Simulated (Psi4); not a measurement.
# SiH3Br (SMILES [H][Si]([H])([H])Br): CCSD/cc-pVTZ

What is the energy change on altering one bond length of SiH3Br at CCSD/cc-pVTZ? 

Program for the calculation: Psi4 1.11.

## Step 1: The structure to begin with

SiH3Br: 5 atoms, total charge 0, spin state singlet. SMILES: `[H][Si]([H])([H])Br`. The coordinates come from a GFN2-xTB relaxation.

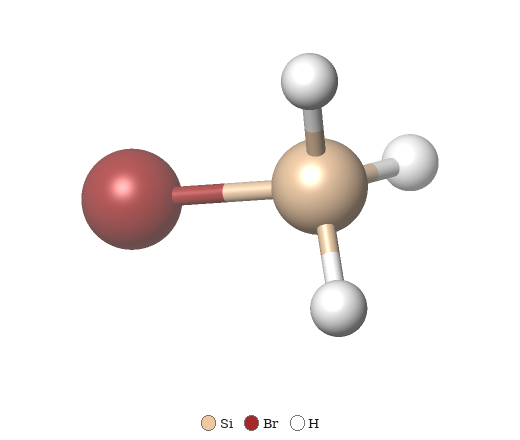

Viewed from a chosen angle; silicon light orange, bromine red, hydrogen white.

## Step 2: The energy at CCSD/cc-pVTZ

Contents of calc.dat:

```
memory 1600 MB

molecule {
  Si    -0.001670     0.001880    -0.207420
  Br     0.013160    -0.019750     2.002820
  H      1.396060     0.010900    -0.606440
  H     -0.707900     1.215780    -0.582090
  H     -0.699650    -1.208820    -0.606880
  symmetry c1
}

set {
  puream          true
  e_convergence   1e-09
  d_convergence   1e-08
  scf_type        pk
  num_frozen_docc 14
}

E = energy('ccsd/cc-pVTZ')
```

Launch:

```bash
psi4 calc.dat calc.out -n 1
```

calc.out, cut to the lines that bear on the results:

```text
[...]
  Running in c1 symmetry.
[...]
  Nuclear repulsion =  152.061548320894701
[...]
  Multiplicity = 1
[...]
  Nalpha       = 26
  Nbeta        = 26
[...]
    Number of basis functions: 119
[...]
   @RHF iter   1: -2863.01146278119677   -1.82569e+00   7.89837e-03 DIIS/ADIIS
[...]
   @RHF iter  10: -2863.19684185708320   -2.31921e-11   2.70380e-09 DIIS
[...]
    Orbital Energies [Eh]
    ---------------------
    Doubly Occupied:
       1A   -490.010171     2A    -68.819195     3A    -65.151298
       4A    -58.506063     5A    -58.505379     6A    -58.505379
       7A     -9.825316     8A     -7.435335     9A     -7.431286
      10A     -7.431285    11A     -6.166330    12A     -4.272913
      13A     -4.271830    14A     -4.271829    15A     -3.177899
      16A     -3.175798    17A     -3.175797    18A     -3.170913
      19A     -3.170913    20A     -1.013744    21A     -0.733111
      22A     -0.528615    23A     -0.528574    24A     -0.486610
      25A     -0.415224    26A     -0.415189
[...]
  @RHF Final Energy: -2863.19684185708320
   => Energetics <=
    Nuclear Repulsion Energy =            152.0615483208947012
    One-Electron Energy =               -4289.3247902016728403
    Two-Electron Energy =                1274.0664000236947686
    Total Energy =                      -2863.1968418570832000
[...]
 Multipole Moments:
 ------------------------------------------------------------------------------------
     Multipole            Electronic (a.u.)      Nuclear  (a.u.)        Total (a.u.)
 ------------------------------------------------------------------------------------
 L = 1.  Multiply by 2.5417464519 to convert [e a0] to [Debye]
 Dipole X            :          0.0663337           -0.0718286           -0.0054950
 Dipole Y            :         -0.1005252            0.1075018            0.0069766
 Dipole Z            :         10.1683612          -10.9102759           -0.7419147
 Magnitude           :                                                    0.7419679
[...]
      * MP2 total energy                      = -2863.551496092669367
[...]
      * CCSD total energy                     = -2863.582422977207443
[...]
```

It took 78 s on 1 thread of Intel Xeon Platinum 8488C (Sapphire Rapids), shared host; peak memory 1.4 GiB.

## Step 3: The distorted shape at the same level

Contents of brh3si.xyz:

```xyz
5
BrH3Si
Si     0.835903     1.454714     0.271930
Br     0.850733     1.433084     2.482170
H      2.233633     1.463734    -0.127090
H      0.129673     2.668614    -0.102740
H     -0.699650    -1.208820    -0.606880
```

Contents of calc.py:

```python
import psi4

psi4.set_memory('1600 MB')
psi4.set_num_threads(1)
psi4.core.set_output_file('psi4.out', False)

with open('brh3si.xyz') as f:
    atoms = ''.join(f.readlines()[2:])
molecule = psi4.geometry('0 1\n' + atoms + 'symmetry c1')

psi4.set_options({
    'basis': 'cc-pVTZ',
    'puream': True,
    'e_convergence': 1e-09,
    'd_convergence': 1e-08,
    'scf_type': 'pk',
    'num_frozen_docc': 14,
})

e_tot = psi4.energy("ccsd")
print(f'total energy {e_tot:.8f} hartree = {e_tot * 27.211386:.5f} eV')
```

Launch:

```bash
python calc.py
```

psi4.out, cut to the lines that bear on the results:

```text
[...]
  Running in c1 symmetry.
[...]
  Nuclear repulsion =  147.099429402701475
[...]
  Multiplicity = 1
[...]
  Nalpha       = 26
  Nbeta        = 26
[...]
    Number of basis functions: 119
[...]
   @RHF iter   1: -2862.81175793162129   -1.91804e+00   7.88896e-03 DIIS/ADIIS
[...]
   @RHF iter  11: -2863.00272874238908   -1.68257e-11   4.76251e-09 DIIS
[...]
    Orbital Energies [Eh]
    ---------------------
    Doubly Occupied:
       1A   -490.044149     2A    -68.896140     3A    -65.184816
       4A    -58.539650     5A    -58.538901     6A    -58.538792
       7A     -9.858471     8A     -7.468582     9A     -7.464379
      10A     -7.463896    11A     -6.236099    12A     -4.341966
      13A     -4.341195    14A     -4.340761    15A     -3.211372
      16A     -3.209390    17A     -3.208739    18A     -3.203603
      19A     -3.203586    20A     -1.042403    21A     -0.738572
      22A     -0.562074    23A     -0.519747    24A     -0.460447
      25A     -0.443187    26A     -0.306485
[...]
  @RHF Final Energy: -2863.00272874238908
   => Energetics <=
    Nuclear Repulsion Energy =            147.0994294027014746
    One-Electron Energy =               -4277.4695123608153153
    Two-Electron Energy =                1267.3673542157246175
    Total Energy =                      -2863.0027287423890812
[...]
 Multipole Moments:
 ------------------------------------------------------------------------------------
     Multipole            Electronic (a.u.)      Nuclear  (a.u.)        Total (a.u.)
 ------------------------------------------------------------------------------------
 L = 1.  Multiply by 2.5417464519 to convert [e a0] to [Debye]
 Dipole X            :          1.5367311           -0.8999749            0.6367562
 Dipole Y            :          2.4433822           -1.3289808            1.1144014
 Dipole Z            :         11.3110601          -11.3842309           -0.0731708
 Magnitude           :                                                    1.2855749
[...]
      * MP2 total energy                      = -2863.379375327891921
[...]
      * CCSD total energy                     = -2863.433925974162776
```

The script printed:

```text
total energy -2863.43392597 hartree = -77918.00585 eV
```

Run time: 85 s. Hardware: 1 thread of Intel Xeon Platinum 8488C (Sapphire Rapids), shared host; peak memory 1.4 GiB.

## Step 4: What came out

At CCSD/cc-pVTZ, 14 core orbitals frozen:

| quantity | value |
| --- | --- |
| first shape: total energy | -2863.58242 Eh |
| first shape: HOMO energy (Hartree–Fock orbitals) | -11.30 eV |
| first shape: LUMO energy (Hartree–Fock orbitals) | 2.85 eV |
| first shape: HOMO–LUMO gap (Hartree–Fock orbitals) | 14.14 eV |
| first shape: correlation energy (14 core orbitals frozen) | -385.6 mEh |
| first shape: T1 diagnostic | 0.007 |
| distorted shape: total energy | -2863.43393 Eh |
| distorted shape: HOMO energy (Hartree–Fock orbitals) | -8.34 eV |
| distorted shape: LUMO energy (Hartree–Fock orbitals) | -1.19 eV |
| distorted shape: HOMO–LUMO gap (Hartree–Fock orbitals) | 7.15 eV |
| distorted shape: correlation energy (14 core orbitals frozen) | -431.2 mEh |
| distorted shape: T1 diagnostic | 0.033 |
| energy change with the Si1–H5 bond stretched from 1.453 to 3.198 Å | 4.041 eV |

One bond (distorted shape) is far stretched, which a spin-restricted single reference describes badly; a broken-symmetry solution may lie lower. With the Si1–H5 bond stretched from 1.453 to 3.198 Å the energy rises by 4.04 eV (93 kcal/mol). The first shape isn't relaxed at this level, so the change isn't measured from a minimum. A restricted reference can't describe the breaking bond well at this length. The T1 diagnostic (distorted shape) of 0.033 is above the customary mark for such species, so a single reference may not serve.
